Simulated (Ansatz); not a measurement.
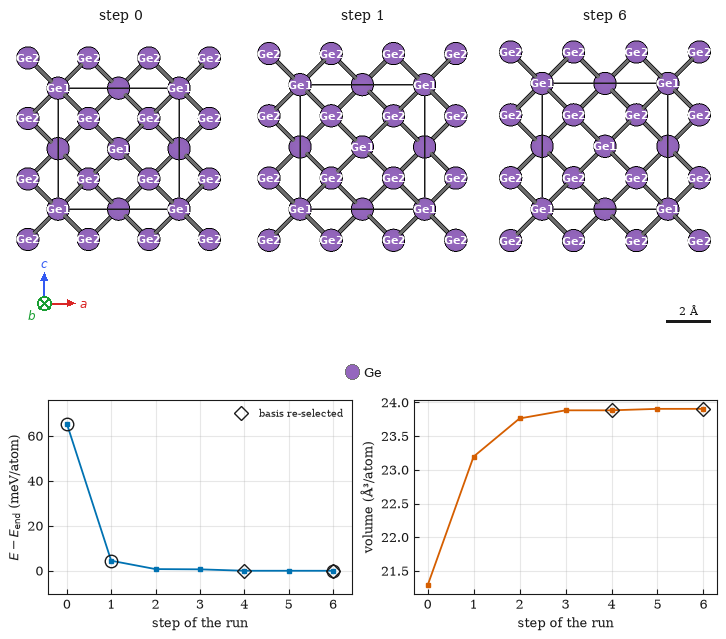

Frames of a relaxation of solid Ge (built on the diamond type), marked on the history of the run. Style: ball-and-stick. Shown: the conventional cell (4 times the calculation's cell), along the b axis. Lengths and directions refer to the drawn axes.

All numbers below come from Ansatz, DFT, PBE, plane waves, PAW. Set-up: plane-wave cutoff 420 eV; k-point mesh 8 × 8 × 8; occupations fermi dirac; smearing width 0.02 eV; no spin polarisation; cell and atoms relaxed; force threshold 0.005 eV/Å.

### Describe the path.

No atom moves by more than 0.005 Å relative to the cell. The drawn cell changes as follows: a = b = c 5.543 → 5.761 Å (+3.9 %); the volume changes by +12.3 %. Some distances before and after: Ge1–Ge2 2.400 → 2.495 Å. The space group stays Fd-3m (No. 227). Over 4 accepted moves (6 points after the start) the energy falls by 65.5 meV per atom. All forces vanish by symmetry, so only the cell relaxes. The pressure goes from 8.99 to 0.00 GPa. The SCF was repeated twice at an unchanged geometry on a basis and grid sized afresh for the cell, which shifted the energy by 0.6 meV per atom at most. Cost: 3.7 s on 4 threads of Arm Neoverse V1, with other jobs on the host, peak memory 0.34 GiB. From step 0 to 1: volume +9.0 %, energy −61.0 meV per atom. From step 1 to 6: volume +3.1 %, energy −4.5 meV per atom.

```json
{"step": "0", "E − E(0), meV/atom": "0.00", "pressure, GPa": "8.99", "volume, Å³/atom": "21.283", "note": ""}
{"step": "1", "E − E(0), meV/atom": "-61.03", "pressure, GPa": "1.89", "volume, Å³/atom": "23.196", "note": ""}
{"step": "2", "E − E(0), meV/atom": "-64.77", "pressure, GPa": "0.31", "volume, Å³/atom": "23.763", "note": ""}
{"step": "3", "E − E(0), meV/atom": "-64.87", "pressure, GPa": "0.01", "volume, Å³/atom": "23.883", "note": ""}
{"step": "4", "E − E(0), meV/atom": "-65.50", "pressure, GPa": "0.05", "volume, Å³/atom": "23.883", "note": "same geometry, new basis"}
{"step": "5", "E − E(0), meV/atom": "-65.50", "pressure, GPa": "0.00", "volume, Å³/atom": "23.905", "note": ""}
{"step": "6", "E − E(0), meV/atom": "-65.51", "pressure, GPa": "0.00", "volume, Å³/atom": "23.905", "note": "same geometry, new basis"}
```
